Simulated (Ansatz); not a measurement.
C3H5BrO

```yaml
atoms:
  - { symbol: O, position_ang: [0.3005, -1.9088, 0.7264] }
  - { symbol: C, position_ang: [0.7730, -0.7703, 0.0234] }
  - { symbol: C, position_ang: [-0.3528, 0.0963, -0.4782] }
  - { symbol: C, position_ang: [-0.4761, 1.3933, -0.1482] }
  - { symbol: Br, position_ang: [-1.8851, 2.5105, -0.7415] }
  - { symbol: H, position_ang: [-0.2496, -1.5763, 1.4603] }
  - { symbol: H, position_ang: [1.3471, -1.1700, -0.8411] }
  - { symbol: H, position_ang: [1.4884, -0.1549, 0.6241] }
  - { symbol: H, position_ang: [-1.1064, -0.3943, -1.1179] }
  - { symbol: H, position_ang: [0.2440, 1.9234, 0.4956] }
```

Method: RKS PBE/def2-SVP (Ansatz 0.2.0).

What will maps of the electron density and electron localisation function show?

C–C (1.34 Å): ρ at the midpoint is about 2.2 e/Å³; the ELF peaks at about 0.90 between the atoms; a short, multiple covalent bond.
C–Br (1.89 Å): ρ is about 1.1 e/Å³ halfway; the ELF peaks at about 0.85 between the atoms; a covalent bond.
C–C (1.51 Å): ρ at the midpoint is about 1.7 e/Å³; the ELF peaks at about 0.95 between the atoms: localised, covalent bonding.
C–H (1.10 Å): the density is about 1.9 e/Å³ at the midpoint; the ELF climbs to about 1 towards the hydrogen, as it does in any bond to H: an ordinary covalent bond to hydrogen.

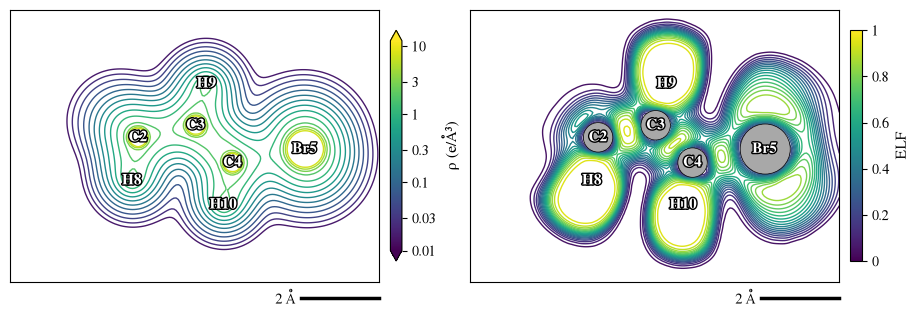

Computed electron density and electron localisation function on the plane of atoms C2, C3 and C4, in this order. Grey discs cover the atomic cores in the ELF map. 
